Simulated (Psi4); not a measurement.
# InPH6 (In(PH3)H3) at OMP2/def2-SVP (core potential, density fitting for correlation)

What is the vertical singlet–triplet gap of InPH6 (In(PH3)H3) at OMP2/def2-SVP (core potential, density fitting for correlation)? 

The calculation is run with Psi4 1.11.

2 further runs of the same task are left out: 2 set aside as unsound or not needed.

## Step 1: The structure to begin with

InPH6 has 8 atoms, charge 0, and is taken as a singlet. As SMILES, `[H][In]([H])([H])<-[PH3]`. The shape comes from GFN2-xTB, which is rough for such elements, and wasn't checked as a minimum.

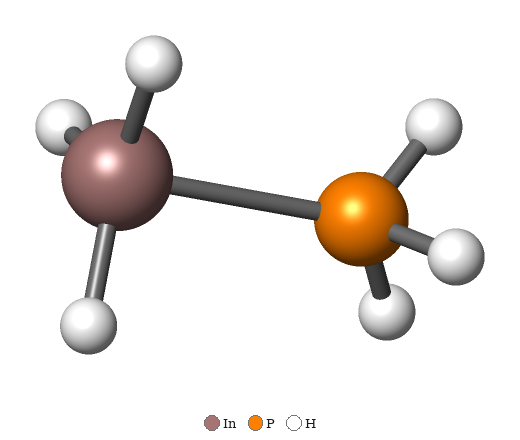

Viewed from a chosen angle; indium brown, phosphorus orange, hydrogen white.

## Step 2: The energy at OMP2/def2-SVP (core potential, density fitting for correlation)

Input file h6inp.dat:

```
memory 1.6 GB

molecule geom {
  0 1
  In    -0.004250     0.009580    -1.578130
  P     -0.004360     0.003020     1.158860
  H      0.668690     0.958390     1.897870
  H      0.515210    -1.072240     1.855730
  H     -1.167190     0.075040     1.903280
  H      1.680290    -0.010320    -1.736990
  H     -0.827110     1.476000    -1.756760
  H     -0.861290    -1.439470    -1.743860
  units angstrom
  symmetry c1
  no_reorient
  no_com
}

set globals {
  basis def2-SVP
  reference rhf
  puream true
  e_convergence 1e-09
  d_convergence 1e-08
  scf_type pk
  num_frozen_docc 9
}

e_tot, wfn = energy("omp2", return_wfn=True)
print_variables()
```

Launch:

```console
$ psi4 h6inp.dat h6inp.out -n 1
```

h6inp.out:

```text
[...]
    !!!  WARNING: ECP capability is in beta. Please check occupations closely.  !!!
[...]
  Running in c1 symmetry.
[...]
  Nuclear repulsion =  116.516503874852418
[...]
  Multiplicity = 1
[...]
  Nalpha       = 21
  Nbeta        = 21
[...]
    Number of basis functions: 74
[...]
   @RHF iter   1:  -533.22125108705939   -1.29027e+00   3.21930e-03 DIIS/ADIIS
[...]
   @RHF iter  10:  -533.27366346720578   -2.95586e-12   3.23275e-09 DIIS
[...]
    Orbital Energies [Eh]
    ---------------------
    Doubly Occupied:
       1A    -79.964652     2A     -7.537250     3A     -5.436445
       4A     -5.436440     5A     -5.435252     6A     -5.351233
       7A     -3.611059     8A     -3.603821     9A     -3.603816
      10A     -1.003647    11A     -0.993024    12A     -0.992985
      13A     -0.989846    14A     -0.989800    15A     -0.912431
      16A     -0.574809    17A     -0.574700    18A     -0.570765
      19A     -0.426540    20A     -0.383550    21A     -0.383398
[...]
  @RHF Final Energy:  -533.27366346720578
   => Energetics <=
    Nuclear Repulsion Energy =            116.5165038748524182
    One-Electron Energy =               -1042.0294072858816889
    Two-Electron Energy =                 392.2392399438234634
    Total Energy =                       -533.2736634672057789
[...]
 Multipole Moments:
 ------------------------------------------------------------------------------------
     Multipole            Electronic (a.u.)      Nuclear  (a.u.)        Total (a.u.)
 ------------------------------------------------------------------------------------
 L = 1.  Multiply by 2.5417464519 to convert [e a0] to [Debye]
 Dipole X            :          0.2755218           -0.2759945           -0.0004727
 Dipole Y            :         -0.4471917            0.4419691           -0.0052225
 Dipole Z            :         30.5649175          -28.9856776            1.5792400
 Magnitude           :                                                    1.5792487
[...]
	Warning: cc_lambda option is changed to TRUE
	For this residual convergence, default PCG convergence is:     1.00e-07
[...]
	DF-MP2 Total Energy (a.u.)         :  -533.51627884941900
[...]
	DF-MP2 Total Energy (a.u.)         :  -533.51977892697710
[...]
	DF-OMP2 Total Energy (a.u.)        :  -533.51977892697971
[...]
```

Wall time 66 s (1 thread of AMD EPYC, shared host); peak memory 0.27 GiB.

## Step 3: The triplet at the same level

Input file job.json:

```json
{
 "schema_name": "qcschema_input",
 "schema_version": 1,
 "molecule": {
  "schema_name": "qcschema_molecule",
  "schema_version": 2,
  "symbols": ["In", "P", "H", "H", "H", "H", "H", "H"],
  "geometry": [-0.00803134, 0.01810358, -2.98223349, -0.00823921, 0.00570697, 2.18992802, 1.26364096, 1.81109462, 3.58645452, 0.9736058, -2.02623994, 3.50682146, -2.20566944, 0.14180505, 3.59667794, 3.17528791, -0.01950197, -3.28243538, -1.56301137, 2.78923576, -3.31979527, -1.62760221, -2.72020406, -3.2954178],
  "molecular_charge": 0,
  "molecular_multiplicity": 3,
  "fix_symmetry": "c1",
  "fix_com": true,
  "fix_orientation": true
 },
 "driver": "energy",
 "model": {
  "method": "omp2",
  "basis": "def2-SVP"
 },
 "keywords": {
  "reference": "uhf",
  "puream": true,
  "e_convergence": 1e-09,
  "d_convergence": 1e-08,
  "scf_type": "pk",
  "num_frozen_docc": 9,
  "maxiter": 200
 }
}
```

Launch:

```console
$ psi4 --qcschema job.json -n 1 --memory 1600MB
```

stdout:

```text
[...]
    !!!  WARNING: ECP capability is in beta. Please check occupations closely.  !!!
[...]
  Running in c1 symmetry.
[...]
  Nuclear repulsion =  116.516503892246291
[...]
  Multiplicity = 3
[...]
  Nalpha       = 22
  Nbeta        = 20
[...]
    Number of basis functions: 74
[...]
   @UHF iter   1:  -532.96695493508003   -1.03609e+00   3.46979e-03 ADIIS/DIIS
[...]
   @UHF iter  22:  -533.04657500898429   -5.00222e-12   5.86432e-09 DIIS
[...]
   @S^2 Observed:                2.008531317E+00
[...]
    Orbital Energies [Eh]
    ---------------------
    Alpha Occupied:
       1A    -79.964451     2A     -7.539374     3A     -5.437309
       4A     -5.437256     5A     -5.436665     6A     -5.385231
       7A     -3.648037     8A     -3.637860     9A     -3.634012
      10A     -1.051410    11A     -1.030883    12A     -1.026993
      13A     -1.023924    14A     -1.014279    15A     -0.921381
      16A     -0.696218    17A     -0.581264    18A     -0.579606
      19A     -0.525113    20A     -0.441836    21A     -0.405582
      22A     -0.127761
    Alpha Virtual:
      23A      0.097734    24A      0.118492    25A      0.136131
[...]
  @UHF Final Energy:  -533.04657500898429
   => Energetics <=
    Nuclear Repulsion Energy =            116.5165038922462912
    One-Electron Energy =               -1040.9587741285004086
    Two-Electron Energy =                 391.3956952272698118
    Total Energy =                       -533.0465750089842913
  UHF NO Occupations:
  HONO-2 :   20  A 1.9968450
  HONO-1 :   21  A 1.0000000
[...]
 Multipole Moments:
 ------------------------------------------------------------------------------------
     Multipole            Electronic (a.u.)      Nuclear  (a.u.)        Total (a.u.)
 ------------------------------------------------------------------------------------
 L = 1.  Multiply by 2.5417464519 to convert [e a0] to [Debye]
 Dipole X            :          1.3242255           -0.2759946            1.0482308
 Dipole Y            :         -0.4546701            0.4419692           -0.0127009
 Dipole Z            :         31.5814102          -28.9856775            2.5957327
 Magnitude           :                                                    2.7994245
[...]
	Warning: cc_lambda option is changed to TRUE
	For this residual convergence, default PCG convergence is:     1.00e-07
[...]
	DF-SCS-MP2 Total Energy (a.u.)     :  -533.28797405932494
	DF-SOS-MP2 Total Energy (a.u.)     :  -533.29171135271679
[...]
	DF-SCS-OMP2 Total Energy (a.u.)    :  -533.29430949985260
	DF-SOS-OMP2 Total Energy (a.u.)    :  -533.27763887914728
	DF-SCS(N)-OMP2 Total Energy (a.u.) :  -533.12678779575413
[...]
	DF-OMP2 Total Energy (a.u.)        :  -533.28783874792441
[...]
```

The result, in JSON:

```text
{
 "driver": "energy",
 "model": {
  "method": "omp2",
  "basis": "def2-SVP"
 },
 "success": true,
 "return_result": -533.2878387479244,
 "properties": {
  "calcinfo_nbasis": 74,
  "calcinfo_nmo": 74,
  "calcinfo_nalpha": 22,
  "calcinfo_nbeta": 20,
  "calcinfo_natom": 8,
  "nuclear_repulsion_energy": 116.51650389224629,
  "return_energy": -533.2878387479244,
  "scf_one_electron_energy": -1040.9587741285004,
  "scf_two_electron_energy": 391.3956952272698,
  "scf_dipole_moment": [1.0482308260589397, -0.012700941400880184, 2.595732673261857],
  "scf_total_energy": -533.0465750089843,
  "scf_iterations": 22,
  "mp2_same_spin_correlation_energy": -0.04535804530118668,
  "mp2_opposite_spin_correlation_energy": -0.1885664182557541,
  "mp2_singles_energy": 0.0,
  "mp2_doubles_energy": -0.23392446355694077,
  "mp2_correlation_energy": -0.23392446355694574,
  "mp2_total_energy": -533.2804994725412
 }
}
```

It took 4.1 min on 1 thread of AMD EPYC, shared host; peak memory 0.27 GiB.

## Step 4: Outcome

Level: OMP2/def2-SVP (core potential, density fitting for correlation), 9 core orbitals frozen.

| quantity | value |
| --- | --- |
| singlet: total energy | -533.51978 Eh |
| singlet: HOMO energy (Hartree–Fock orbitals) | -10.43 eV |
| singlet: LUMO energy (Hartree–Fock orbitals) | 2.40 eV |
| singlet: HOMO–LUMO gap (Hartree–Fock orbitals) | 12.84 eV |
| singlet: correlation energy (9 core orbitals frozen) | -246.1 mEh |
| triplet: total energy | -533.28784 Eh |
| triplet: HOMO energy (Hartree–Fock orbitals) (highest over α and β) | -3.48 eV |
| triplet: LUMO energy (Hartree–Fock orbitals) (lowest over α and β) | -2.60 eV |
| triplet: correlation energy (9 core orbitals frozen) | -241.3 mEh |
| triplet: ⟨S²⟩ of the reference determinant | 2.009 |
| vertical energy of the triplet above the singlet | 6.311 eV |

At this shape the triplet lies 6.31 eV (609 kJ/mol) above the singlet.
